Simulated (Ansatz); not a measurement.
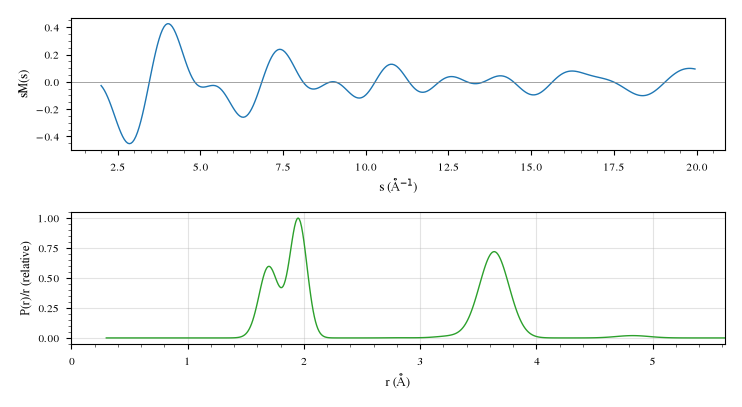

Simulated gas electron diffraction: reduced molecular intensity sM(s) from the Debye equation in the first Born approximation (top) and the radial distribution curve (bottom) of CH2SiSn. Each pair of atoms contributes with weight ZᵢZⱼ/r; damping constant 0.0015 Å²; vibrational amplitudes assumed, not computed: 0.05 Å for bonds, 0.078 Å for bonds to H, 0.06 + 0.015 r up to 0.15 Å for other pairs. The geometry is the end point of an optimisation (RKS LDA/def2-SVP (Ansatz 0.2.0)); it may be a saddle point or a higher isomer.

Read the positions of the first 3 clear peaks and name the main pairs (– for bonds).

Peak 1, 1.70 Å: Si–C 1.68 Å, Sn–H 1.72 Å (×2)
Peak 2, 1.95 Å: Sn–C 1.95 Å
Peak 3, 3.64 Å: Sn···Si 3.64 Å
